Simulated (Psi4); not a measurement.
# SnNH3F (SMILES [NH2][SnH][F]) at UB3LYP/def2-QZVPP (density fitting, core potential, sweep point 6)

Aim: the vertical doublet–quartet gap of SnNH3F at UB3LYP/def2-QZVPP (density fitting, core potential, sweep point 6), from 2 runs. 

The calculation is run with Psi4 1.11.

## Step 1: The structure to begin with

SnNH3F has 6 atoms, charge 0, and is taken as a doublet. SMILES: `[NH2][SnH][F]`. Geometry: relaxed at PBE0-D4/def2-TZVP. This is one conformer, not always the lowest.

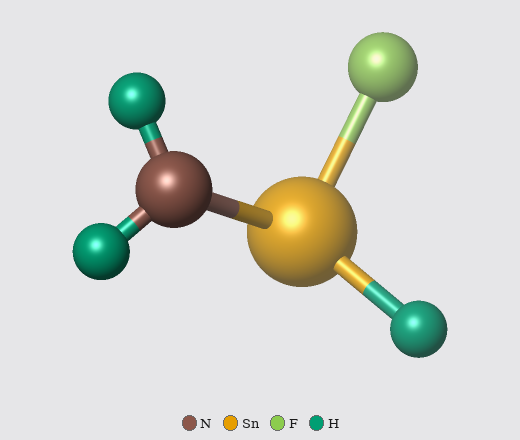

Viewed from a chosen angle; nitrogen brown, tin amber, fluorine green, hydrogen teal.

## Step 2: The energy at UB3LYP/def2-QZVPP (density fitting, core potential, sweep point 6)

The input, job.inp:

```
memory 1600 mb

molecule {
  0 2
  N     -0.572300     0.218600    -0.844500
  Sn     0.196000    -0.531800     0.883000
  F      2.076100    -0.368700     0.452600
  H     -0.046400    -0.061900    -1.664800
  H     -1.552900     0.032100    -1.016500
  H     -0.058500     0.647800     2.143900
  symmetry c1
}

set {
  basis                def2-QZVPP
  reference            uks
  puream               true
  scf_type             df
  dft_radial_points    99
  dft_spherical_points 590
  maxiter              100
}

E, wfn = energy('b3lyp', return_wfn=True)
print_variables()
```

Run with:

```bash
$ psi4 job.inp job.out -n 1
```

job.out, shortened:

```text
[...]
    !!!  WARNING: ECP capability is in beta. Please check occupations closely.  !!!
[...]
  Running in c1 symmetry.
[...]
  Nuclear repulsion =  134.387417580254777
[...]
  Multiplicity = 2
[...]
  Nalpha       = 21
  Nbeta        = 20
[...]
    Number of basis functions: 286
[...]
   @DF-UKS iter   1:  -370.28119776702380   -1.10161e+00   4.26398e-03 DIIS/ADIIS
[...]
   @DF-UKS iter  11:  -370.87063887309392   -1.27964e-07   3.69374e-07 DIIS
[...]
   @S^2 Observed:                7.561917979E-01
[...]
    Orbital Energies [Eh]
    ---------------------
    Alpha Occupied:
       1A    -24.620757     2A    -14.327604     3A     -5.110755
       4A     -3.452940     5A     -3.451723     6A     -3.448888
       7A     -1.131099     8A     -1.040344     9A     -1.035277
      10A     -1.033011    11A     -1.032303    12A     -1.018330
      13A     -0.854655    14A     -0.517880    15A     -0.498012
      16A     -0.403116    17A     -0.390435    18A     -0.378363
      19A     -0.354361    20A     -0.315391    21A     -0.228367
    Alpha Virtual:
      22A     -0.033957    23A     -0.014770    24A      0.021248
      25A      0.040903    26A      0.052677    27A      0.065504
[...]
  @DF-UKS Final Energy:  -370.87063887309392
   => Energetics <=
    Nuclear Repulsion Energy =            134.3874175802547768
    One-Electron Energy =                -860.4673666534225731
    Two-Electron Energy =                 384.9122743476929713
    DFT Exchange-Correlation Energy =     -29.7029641476191166
    Empirical Dispersion Energy =           0.0000000000000000
    VV10 Nonlocal Energy =                  0.0000000000000000
    Total Energy =                       -370.8706388730939238
[...]
 Multipole Moments:
 ------------------------------------------------------------------------------------
     Multipole            Electronic (a.u.)      Nuclear  (a.u.)        Total (a.u.)
 ------------------------------------------------------------------------------------
 L = 1.  Multiply by 2.5417464519 to convert [e a0] to [Debye]
 Dipole X            :         -7.5005480            6.2908715           -1.2096765
 Dipole Y            :         -9.4615653            9.0136100           -0.4479553
 Dipole Z            :         18.4126126          -18.5143214           -0.1017088
 Magnitude           :                                                    1.2939574
[...]
```

It took 2.1 min on 1 thread of Intel Xeon Platinum 8259CL at 2.50GHz (Skylake/Cascade Lake), shared host; peak memory 1.2 GiB.

## Step 3: The quartet, same level

The input, calc.dat:

```
memory 1600 mb

molecule {
  0 4
  N     -0.572300     0.218600    -0.844500
  Sn     0.196000    -0.531800     0.883000
  F      2.076100    -0.368700     0.452600
  H     -0.046400    -0.061900    -1.664800
  H     -1.552900     0.032100    -1.016500
  H     -0.058500     0.647800     2.143900
  symmetry c1
}

set basis def2-QZVPP
set reference uks
set puream true
set scf_type df
set dft_radial_points 99
set dft_spherical_points 590
set maxiter 100

energy("b3lyp")
```

Run with:

```bash
$ psi4 -n 1 calc.dat calc.out
```

calc.out, shortened:

```text
[...]
    !!!  WARNING: ECP capability is in beta. Please check occupations closely.  !!!
[...]
  Running in c1 symmetry.
[...]
  Nuclear repulsion =  134.387417580254777
[...]
  Multiplicity = 4
[...]
  Nalpha       = 22
  Nbeta        = 19
[...]
    Number of basis functions: 286
[...]
   @DF-UKS iter   1:  -370.18592180575212   -1.00634e+00   3.65732e-03 DIIS/ADIIS
[...]
   @DF-UKS iter  14:  -370.65938628120318   -3.82405e-07   7.24331e-07 DIIS
[...]
   @S^2 Observed:                3.756252858E+00
[...]
    Orbital Energies [Eh]
    ---------------------
    Alpha Occupied:
       1A    -24.640561     2A    -14.454043     3A     -5.129294
       4A     -3.471765     5A     -3.470274     6A     -3.467223
       7A     -1.150655     8A     -1.067095     9A     -1.055854
      10A     -1.052272    11A     -1.050670    12A     -1.037457
      13A     -0.968013    14A     -0.594681    15A     -0.567303
      16A     -0.467645    17A     -0.448842    18A     -0.412054
      19A     -0.396423    20A     -0.383004    21A     -0.263327
      22A     -0.098060
    Alpha Virtual:
      23A     -0.043380    24A      0.002790    25A      0.008706
[...]
  @DF-UKS Final Energy:  -370.65938628120318
   => Energetics <=
    Nuclear Repulsion Energy =            134.3874175802547768
    One-Electron Energy =                -858.8137714840958097
    Two-Electron Energy =                 383.4104438904724930
    DFT Exchange-Correlation Energy =     -29.6434762678346573
    Empirical Dispersion Energy =           0.0000000000000000
    VV10 Nonlocal Energy =                  0.0000000000000000
    Total Energy =                       -370.6593862812031830
[...]
 Multipole Moments:
 ------------------------------------------------------------------------------------
     Multipole            Electronic (a.u.)      Nuclear  (a.u.)        Total (a.u.)
 ------------------------------------------------------------------------------------
 L = 1.  Multiply by 2.5417464519 to convert [e a0] to [Debye]
 Dipole X            :         -7.0556822            6.2908715           -0.7648108
 Dipole Y            :         -8.8645245            9.0136100            0.1490855
 Dipole Z            :         17.7047051          -18.5143214           -0.8096163
 Magnitude           :                                                    1.1236728
[...]
```

It took 2.7 min on 1 thread of Intel Xeon Platinum 8259CL at 2.50GHz (Skylake/Cascade Lake), shared host; peak memory 1.2 GiB.

## Step 4: What came out

At UB3LYP/def2-QZVPP (density fitting, core potential, sweep point 6):

| quantity | value |
| --- | --- |
| doublet: total energy | -370.87064 Eh |
| doublet: dipole moment | 3.29 D |
| doublet: HOMO energy (highest over α and β) | -6.21 eV |
| doublet: LUMO energy (lowest over α and β) | -3.85 eV |
| doublet: ⟨S²⟩ | 0.756 |
| quartet: total energy | -370.65939 Eh |
| quartet: dipole moment | 2.86 D |
| quartet: HOMO energy (highest over α and β) | -2.67 eV |
| quartet: ⟨S²⟩ | 3.756 |
| vertical energy of the quartet above the doublet | 5.748 eV |

What this shows: At this shape the quartet lies 5.75 eV (133 kcal/mol) above the doublet.
